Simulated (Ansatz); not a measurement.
**Run report: Si3H7ClO3, geometry relaxation (part 1 of 2)**

System: Si3H7ClO3.
Method: RKS PBE0-D4/def2-TZVP (Ansatz 0.2.0).

Figures and captions count atoms from 1; the log counts them from 0 in places.

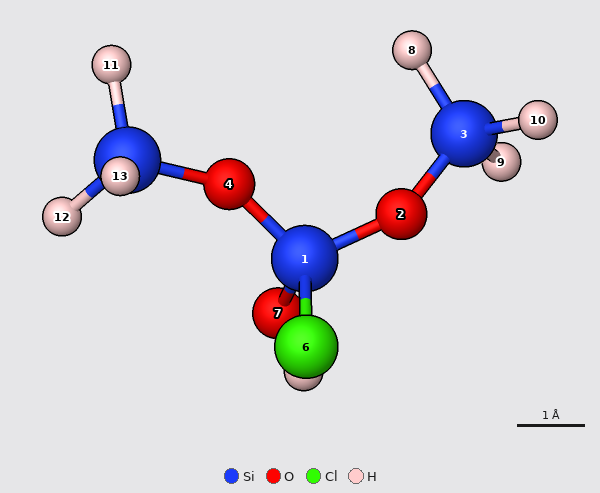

The starting structure (ball-and-stick view, seen at a tilt; atoms are numbered from 1 in the order of the input). Bond lengths as drawn: Cl–Si 2.04 Å, H–O 0.96 Å, H–Si 1.48 Å and O–Si 1.60 to 1.65 Å.

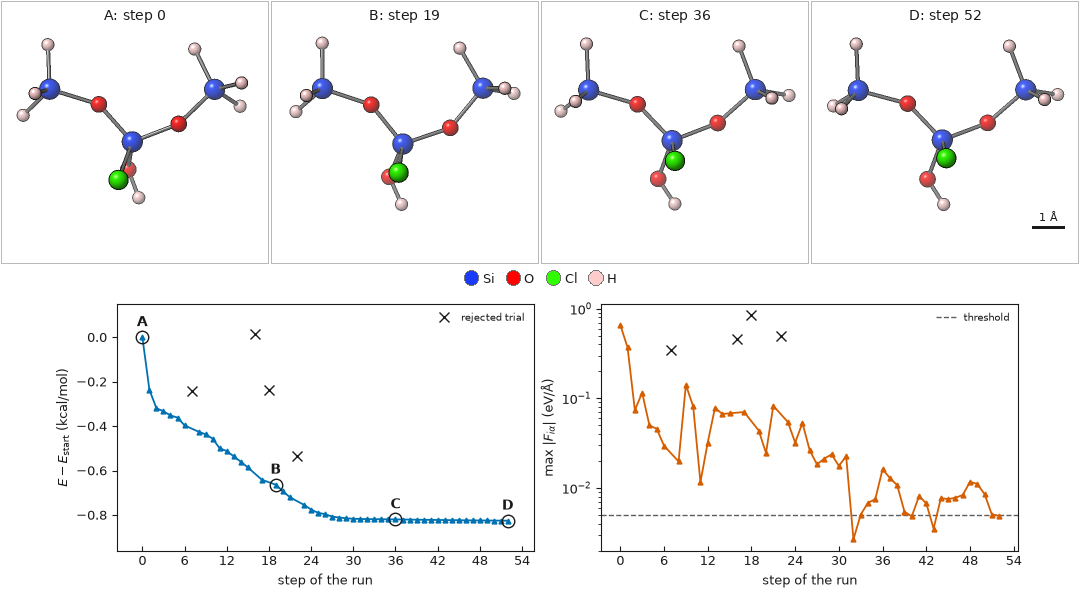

Frames of the relaxation (ball-and-stick view, seen at a tilt) above the curves, on which the letters mark them (the first geometry is step 0 here and step 1 in the log).

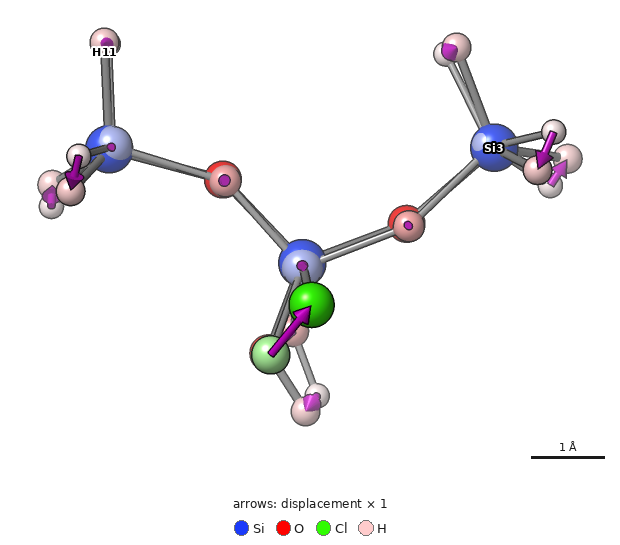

Start (faint) and end (solid) with the displacements as pink arrows, at true length (ball-and-stick view, seen at a tilt). The two geometries are laid on each other by the best rigid fit. The atom that moves furthest after the best rigid fit is Cl6 (0.93 Å). Largest moves by element: Cl 0.93 Å, O 0.80 Å, H 0.58 Å, Si 0.15 Å. Among the contacts that change: Si1–O7 1.641 → 1.620 Å, Si1–O2 1.599 → 1.609 Å, Si1–Cl6 2.040 → 2.050 Å, O2–Si3 1.649 → 1.643 Å. Among the angles that change: O2–Si3–H10 106.4° → 109.8°, O2–Si3–H9 109.7° → 107.5°. The energy falls by 0.83 kcal/mol in 52 geometry steps. Largest force component: 0.66 eV/Å at the start, 0.0049 eV/Å at the end. The line search rejected the trial steps at points 7, 16, 18, 22 (counted from 0) and went back. (Atoms are counted from 1 in the order of the input.)

These pictures come from the run below.

### The input
```yaml
crystal:
  periodic: [false, false, false]
  atoms:
    - {symbol: Si, position_ang: [0.735786, -1.330594, 0.662918]}
    - {symbol: O, position_ang: [0.646564, -0.422395, 1.975755]}
    - {symbol: Si, position_ang: [0.220058, 1.022459, 2.646850]}
    - {symbol: O, position_ang: [-0.611108, -1.223830, -0.201002]}
    - {symbol: Si, position_ang: [-1.584739, -1.882628, -1.352082]}
    - {symbol: Cl, position_ang: [1.073117, -3.254245, 1.251585]}
    - {symbol: O, position_ang: [1.965045, -0.870351, -0.322146]}
    - {symbol: H, position_ang: [-0.969528, 1.581218, 1.963298]}
    - {symbol: H, position_ang: [1.363134, 1.960901, 2.579013]}
    - {symbol: H, position_ang: [-0.108999, 0.745154, 4.067133]}
    - {symbol: H, position_ang: [-2.686376, -0.926109, -1.603850]}
    - {symbol: H, position_ang: [-0.811576, -2.113020, -2.596732]}
    - {symbol: H, position_ang: [-2.128358, -3.169954, -0.854433]}
    - {symbol: H, position_ang: [2.851495, -1.146381, -0.081976]}
basis:
  gaussian: {orbitals: def2-TZVP}
hamiltonian: {xc: pbe0, dispersion: d4}
relax: {f_tol: 0.005, max_steps: 200}
```

Run as:
```bash
ansatz run in.yaml --threads 4 --pin off --events-out ev --progress --plain --max-ram 66560MiB --backend cuda --devices 0, --max-vram 37GiB
```

### The program's output
```
Functional definition: PBE0
  name "PBE0"
  cite "Adamo & Barone, J. Chem. Phys. 110, 6158 (1999) doi:10.1063/1.478522"
  cite "Perdew, Burke & Ernzerhof, Phys. Rev. Lett. 77, 3865 (1996) doi:10.1103/PhysRevLett.77.3865"
  parent pbe
  parameter a = 0.25
  parameter kappa = 0.804
  parameter beta = 0.06672455060314922
  exchange = (1 - a)*pbe_x(kappa = kappa, mu = beta*pi^2/3) + a*exact_x
  correlation = pbe_c(beta = beta)
1833 factors; their error is unknown
mean field evaluation 1: about -42390.3351 eV, gradient 8.6e1 eV
mean field evaluation 2: about -42371.8641 eV, gradient 1.3e2 eV
mean field evaluation 4: about -42401.5274 eV, gradient 5.0e0 eV
mean field evaluation 8: about -42401.5708 eV, gradient 8.7e-2 eV
mean field evaluation 16: about -42401.7231 eV, gradient 5.4e-5 eV
mean field -42401.72307225 eV, -1558.2345819850 hartree, gradient 5.4e-5 eV, S^2 0.000000; 0 other end points of the search recorded, 0 dependent functions left out
the calculation of the forces begins
reference -42401.72311635 eV, -1558.2345836057 hartree; 45, 45 occupied and 238, 238 virtual orbitals, 1833 factors
relax step   1: F+E_penalty+E_count = -42402.09412862 eV  Δ(F+E_penalty+E_count) = +0.000e0 eV  max|allowed force component| = 6.621e-1 eV/Å  Δτ_max = 0.0000 Å  (28 SCF iters, accepted)
these checks for a lower state are left out or cut short: starts, cluster_reference, orbital_swaps, neighbouring_geometries, increment
1833 factors; their error is unknown
mean field -42401.73307157 eV, -1558.2349494531 hartree, gradient 8.3e-6 eV, S^2 0.000000; 0 other end points of the search recorded, 0 dependent functions left out
[... from here on the field's lines of each further geometry are left out, up to the last ...]
relax step   2: F+E_penalty+E_count = -42402.10437902 eV  Δ(F+E_penalty+E_count) = -1.025e-2 eV  max|allowed force component| = 3.700e-1 eV/Å  Δτ_max = 0.0206 Å  (31 SCF iters, accepted)
relax step   3: F+E_penalty+E_count = -42402.10800338 eV  Δ(F+E_penalty+E_count) = -3.624e-3 eV  max|allowed force component| = 7.390e-2 eV/Å  Δτ_max = 0.0095 Å  (32 SCF iters, accepted)
relax step   4: F+E_penalty+E_count = -42402.10858090 eV  Δ(F+E_penalty+E_count) = -5.775e-4 eV  max|allowed force component| = 1.155e-1 eV/Å  Δτ_max = 0.0114 Å  (31 SCF iters, accepted)
relax step   5: F+E_penalty+E_count = -42402.10940439 eV  Δ(F+E_penalty+E_count) = -8.235e-4 eV  max|allowed force component| = 5.010e-2 eV/Å  Δτ_max = 0.0133 Å  (32 SCF iters, accepted)
relax step   6: F+E_penalty+E_count = -42402.10980583 eV  Δ(F+E_penalty+E_count) = -4.014e-4 eV  max|allowed force component| = 4.569e-2 eV/Å  Δτ_max = 0.0132 Å  (31 SCF iters, accepted)
relax step   7: F+E_penalty+E_count = -42402.11134096 eV  Δ(F+E_penalty+E_count) = -1.535e-3 eV  max|allowed force component| = 2.959e-2 eV/Å  Δτ_max = 0.0501 Å  (31 SCF iters, accepted)
relax step   8: F+E_penalty+E_count = -42402.10471500 eV  Δ(F+E_penalty+E_count) = +6.626e-3 eV  max|allowed force component| = 3.435e-1 eV/Å  Δτ_max = 0.1970 Å  (36 SCF iters, rejected (line search))
relax step   9: F+E_penalty+E_count = -42402.11257473 eV  Δ(F+E_penalty+E_count) = -1.234e-3 eV  max|allowed force component| = 1.975e-2 eV/Å  Δτ_max = 0.0471 Å  (31 SCF iters, accepted)
relax step  10: F+E_penalty+E_count = -42402.11307701 eV  Δ(F+E_penalty+E_count) = -5.023e-4 eV  max|allowed force component| = 1.412e-1 eV/Å  Δτ_max = 0.0950 Å  (30 SCF iters, accepted)
relax step  11: F+E_penalty+E_count = -42402.11392851 eV  Δ(F+E_penalty+E_count) = -8.515e-4 eV  max|allowed force component| = 8.174e-2 eV/Å  Δτ_max = 0.0143 Å  (32 SCF iters, accepted)
relax step  12: F+E_penalty+E_count = -42402.11582865 eV  Δ(F+E_penalty+E_count) = -1.900e-3 eV  max|allowed force component| = 1.160e-2 eV/Å  Δτ_max = 0.0575 Å  (31 SCF iters, accepted)
relax step  13: F+E_penalty+E_count = -42402.11634162 eV  Δ(F+E_penalty+E_count) = -5.130e-4 eV  max|allowed force component| = 3.212e-2 eV/Å  Δτ_max = 0.0226 Å  (31 SCF iters, accepted)
relax step  14: F+E_penalty+E_count = -42402.11739211 eV  Δ(F+E_penalty+E_count) = -1.050e-3 eV  max|allowed force component| = 7.870e-2 eV/Å  Δτ_max = 0.0738 Å  (31 SCF iters, accepted)
relax step  15: F+E_penalty+E_count = -42402.11843515 eV  Δ(F+E_penalty+E_count) = -1.043e-3 eV  max|allowed force component| = 6.688e-2 eV/Å  Δτ_max = 0.0423 Å  (30 SCF iters, accepted)
relax step  16: F+E_penalty+E_count = -42402.11954024 eV  Δ(F+E_penalty+E_count) = -1.105e-3 eV  max|allowed force component| = 6.810e-2 eV/Å  Δτ_max = 0.0692 Å  (32 SCF iters, accepted)
relax step  17: F+E_penalty+E_count = -42402.09347645 eV  Δ(F+E_penalty+E_count) = +2.606e-2 eV  max|allowed force component| = 4.597e-1 eV/Å  Δτ_max = 0.1959 Å  (36 SCF iters, rejected (line search))
relax step  18: F+E_penalty+E_count = -42402.12195369 eV  Δ(F+E_penalty+E_count) = -2.413e-3 eV  max|allowed force component| = 7.034e-2 eV/Å  Δτ_max = 0.0635 Å  (31 SCF iters, accepted)
relax step  19: F+E_penalty+E_count = -42402.10446059 eV  Δ(F+E_penalty+E_count) = +1.749e-2 eV  max|allowed force component| = 8.488e-1 eV/Å  Δτ_max = 0.0622 Å  (31 SCF iters, rejected (line search))
relax step  20: F+E_penalty+E_count = -42402.12291932 eV  Δ(F+E_penalty+E_count) = -9.656e-4 eV  max|allowed force component| = 4.371e-2 eV/Å  Δτ_max = 0.0311 Å  (30 SCF iters, accepted)
relax step  21: F+E_penalty+E_count = -42402.12423115 eV  Δ(F+E_penalty+E_count) = -1.312e-3 eV  max|allowed force component| = 2.456e-2 eV/Å  Δτ_max = 0.0498 Å  (31 SCF iters, accepted)
relax step  22: F+E_penalty+E_count = -42402.12537487 eV  Δ(F+E_penalty+E_count) = -1.144e-3 eV  max|allowed force component| = 8.256e-2 eV/Å  Δτ_max = 0.0722 Å  (31 SCF iters, accepted)
relax step  23: F+E_penalty+E_count = -42402.11731102 eV  Δ(F+E_penalty+E_count) = +8.064e-3 eV  max|allowed force component| = 4.912e-1 eV/Å  Δτ_max = 0.1104 Å  (30 SCF iters, rejected (line search))
relax step  24: F+E_penalty+E_count = -42402.12685553 eV  Δ(F+E_penalty+E_count) = -1.481e-3 eV  max|allowed force component| = 5.443e-2 eV/Å  Δτ_max = 0.0550 Å  (32 SCF iters, accepted)
relax step  25: F+E_penalty+E_count = -42402.12776110 eV  Δ(F+E_penalty+E_count) = -9.056e-4 eV  max|allowed force component| = 3.208e-2 eV/Å  Δτ_max = 0.0549 Å  (31 SCF iters, accepted)
relax step  26: F+E_penalty+E_count = -42402.12840322 eV  Δ(F+E_penalty+E_count) = -6.421e-4 eV  max|allowed force component| = 5.313e-2 eV/Å  Δτ_max = 0.0804 Å  (31 SCF iters, accepted)
relax step  27: F+E_penalty+E_count = -42402.12866599 eV  Δ(F+E_penalty+E_count) = -2.628e-4 eV  max|allowed force component| = 2.622e-2 eV/Å  Δτ_max = 0.0137 Å  (32 SCF iters, accepted)
relax step  28: F+E_penalty+E_count = -42402.12914243 eV  Δ(F+E_penalty+E_count) = -4.764e-4 eV  max|allowed force component| = 1.831e-2 eV/Å  Δτ_max = 0.0266 Å  (31 SCF iters, accepted)
relax step  29: F+E_penalty+E_count = -42402.12932621 eV  Δ(F+E_penalty+E_count) = -1.838e-4 eV  max|allowed force component| = 2.126e-2 eV/Å  Δτ_max = 0.0258 Å  (32 SCF iters, accepted)
relax step  30: F+E_penalty+E_count = -42402.12947351 eV  Δ(F+E_penalty+E_count) = -1.473e-4 eV  max|allowed force component| = 2.368e-2 eV/Å  Δτ_max = 0.0534 Å  (31 SCF iters, accepted)
relax step  31: F+E_penalty+E_count = -42402.12955881 eV  Δ(F+E_penalty+E_count) = -8.530e-5 eV  max|allowed force component| = 1.762e-2 eV/Å  Δτ_max = 0.0073 Å  (33 SCF iters, accepted)
relax step  32: F+E_penalty+E_count = -42402.12960260 eV  Δ(F+E_penalty+E_count) = -4.379e-5 eV  max|allowed force component| = 2.264e-2 eV/Å  Δτ_max = 0.0062 Å  (32 SCF iters, accepted)
relax step  33: F+E_penalty+E_count = -42402.12963460 eV  Δ(F+E_penalty+E_count) = -3.200e-5 eV  max|allowed force component| = 2.665e-3 eV/Å  Δτ_max = 0.0055 Å  (23 SCF iters, accepted)
relax step  34: F+E_penalty+E_count = -42402.12964508 eV  Δ(F+E_penalty+E_count) = -1.048e-5 eV  max|allowed force component| = 5.048e-3 eV/Å  Δτ_max = 0.0121 Å  (33 SCF iters, accepted)
relax step  35: F+E_penalty+E_count = -42402.12965179 eV  Δ(F+E_penalty+E_count) = -6.708e-6 eV  max|allowed force component| = 6.821e-3 eV/Å  Δτ_max = 0.0061 Å  (23 SCF iters, accepted)
relax step  36: F+E_penalty+E_count = -42402.12966570 eV  Δ(F+E_penalty+E_count) = -1.391e-5 eV  max|allowed force component| = 7.499e-3 eV/Å  Δτ_max = 0.0138 Å  (32 SCF iters, accepted)
relax step  37: F+E_penalty+E_count = -42402.12968985 eV  Δ(F+E_penalty+E_count) = -2.415e-5 eV  max|allowed force component| = 1.620e-2 eV/Å  Δτ_max = 0.0396 Å  (31 SCF iters, accepted)
relax step  38: F+E_penalty+E_count = -42402.12970627 eV  Δ(F+E_penalty+E_count) = -1.642e-5 eV  max|allowed force component| = 1.288e-2 eV/Å  Δτ_max = 0.0201 Å  (31 SCF iters, accepted)
relax step  39: F+E_penalty+E_count = -42402.12972693 eV  Δ(F+E_penalty+E_count) = -2.066e-5 eV  max|allowed force component| = 1.073e-2 eV/Å  Δτ_max = 0.0036 Å  (24 SCF iters, accepted)
relax step  40: F+E_penalty+E_count = -42402.12974808 eV  Δ(F+E_penalty+E_count) = -2.115e-5 eV  max|allowed force component| = 5.442e-3 eV/Å  Δτ_max = 0.0113 Å  (32 SCF iters, accepted)
relax step  41: F+E_penalty+E_count = -42402.12976450 eV  Δ(F+E_penalty+E_count) = -1.641e-5 eV  max|allowed force component| = 4.809e-3 eV/Å  Δτ_max = 0.0192 Å  (31 SCF iters, accepted)
relax step  42: F+E_penalty+E_count = -42402.12978234 eV  Δ(F+E_penalty+E_count) = -1.785e-5 eV  max|allowed force component| = 8.093e-3 eV/Å  Δτ_max = 0.0375 Å  (31 SCF iters, accepted)
relax step  43: F+E_penalty+E_count = -42402.12979155 eV  Δ(F+E_penalty+E_count) = -9.206e-6 eV  max|allowed force component| = 6.726e-3 eV/Å  Δτ_max = 0.0074 Å  (23 SCF iters, accepted)
relax step  44: F+E_penalty+E_count = -42402.12981690 eV  Δ(F+E_penalty+E_count) = -2.535e-5 eV  max|allowed force component| = 3.513e-3 eV/Å  Δτ_max = 0.0291 Å  (32 SCF iters, accepted)
relax step  45: F+E_penalty+E_count = -42402.12983205 eV  Δ(F+E_penalty+E_count) = -1.515e-5 eV  max|allowed force component| = 7.699e-3 eV/Å  Δτ_max = 0.0379 Å  (31 SCF iters, accepted)
relax step  46: F+E_penalty+E_count = -42402.12983991 eV  Δ(F+E_penalty+E_count) = -7.852e-6 eV  max|allowed force component| = 7.496e-3 eV/Å  Δτ_max = 0.0066 Å  (24 SCF iters, accepted)
relax step  47: F+E_penalty+E_count = -42402.12986543 eV  Δ(F+E_penalty+E_count) = -2.552e-5 eV  max|allowed force component| = 7.772e-3 eV/Å  Δτ_max = 0.0275 Å  (32 SCF iters, accepted)
relax step  48: F+E_penalty+E_count = -42402.12987620 eV  Δ(F+E_penalty+E_count) = -1.077e-5 eV  max|allowed force component| = 8.343e-3 eV/Å  Δτ_max = 0.0207 Å  (31 SCF iters, accepted)
relax step  49: F+E_penalty+E_count = -42402.12988670 eV  Δ(F+E_penalty+E_count) = -1.051e-5 eV  max|allowed force component| = 1.171e-2 eV/Å  Δτ_max = 0.0216 Å  (31 SCF iters, accepted)
relax step  50: F+E_penalty+E_count = -42402.12989740 eV  Δ(F+E_penalty+E_count) = -1.069e-5 eV  max|allowed force component| = 1.107e-2 eV/Å  Δτ_max = 0.0079 Å  (24 SCF iters, accepted)
relax step  51: F+E_penalty+E_count = -42402.12991531 eV  Δ(F+E_penalty+E_count) = -1.791e-5 eV  max|allowed force component| = 8.506e-3 eV/Å  Δτ_max = 0.0203 Å  (31 SCF iters, accepted)
relax step  52: F+E_penalty+E_count = -42402.12992634 eV  Δ(F+E_penalty+E_count) = -1.103e-5 eV  max|allowed force component| = 5.042e-3 eV/Å  Δτ_max = 0.0208 Å  (31 SCF iters, accepted)
the calculation of the forces begins
reference -42401.75529768 eV, -1558.2357662478 hartree; 45, 45 occupied and 238, 238 virtual orbitals, 1833 factors
relax step  53: F+E_penalty+E_count = -42402.12993678 eV  Δ(F+E_penalty+E_count) = -1.044e-5 eV  max|allowed force component| = 4.896e-3 eV/Å  Δτ_max = 0.0213 Å  (31 SCF iters, accepted)
1833 factors; their error is unknown
mean field evaluation 384: about -42401.6034 eV, gradient 1.4e0 eV
mean field -42401.75525406 eV, -1558.2357646448 hartree, gradient 4.3e-5 eV, S^2 0.000000; 1 other end points of the search recorded, 0 dependent functions left out
the calculation of the forces begins
reference -42401.75529768 eV, -1558.2357662478 hartree; 45, 45 occupied and 238, 238 virtual orbitals, 1833 factors
Total energy: -42402.12998040 eV, -1558.2495355838 hartree
Atom 0 at     0.730753    -1.211990     0.584110 Å, force     0.004896     0.001065     0.001406 eV/Å
Atom 1 at     0.899646     0.124950     1.463036 Å, force    -0.003877    -0.002031    -0.000644 eV/Å
Atom 2 at     0.262426     1.056183     2.657111 Å, force     0.000326    -0.000544     0.001059 eV/Å
Atom 3 at    -0.584844    -1.115106    -0.329444 Å, force     0.001513     0.001314     0.001356 eV/Å
Atom 4 at    -1.537881    -1.861745    -1.440227 Å, force    -0.003758    -0.001281    -0.004206 eV/Å
Atom 5 at     0.553413    -2.796669     1.871721 Å, force     0.000221     0.000665    -0.000448 eV/Å
Atom 6 at     2.000959    -1.435176    -0.396675 Å, force    -0.000452    -0.001755    -0.001194 eV/Å
Atom 7 at    -1.119149     1.463278     2.298893 Å, force     0.000883     0.000608    -0.000437 eV/Å
Atom 8 at     1.123764     2.254028     2.795412 Å, force    -0.000758     0.000421    -0.000784 eV/Å
Atom 9 at     0.243569     0.296820     3.931890 Å, force    -0.000185    -0.000222     0.000052 eV/Å
Atom 10 at    -2.867631    -1.208172    -1.400531 Å, force     0.003673    -0.002425     0.000124 eV/Å
Atom 11 at    -0.941704    -1.711316    -2.790182 Å, force    -0.002098    -0.000965     0.004550 eV/Å
Atom 12 at    -1.670635    -3.302368    -1.107659 Å, force     0.000462     0.004730    -0.001453 eV/Å
Atom 13 at     2.861829    -1.582491    -0.003124 Å, force    -0.000849     0.000419     0.000619 eV/Å
Dipole moment:     0.135146     0.091545     0.036250 e Å
```
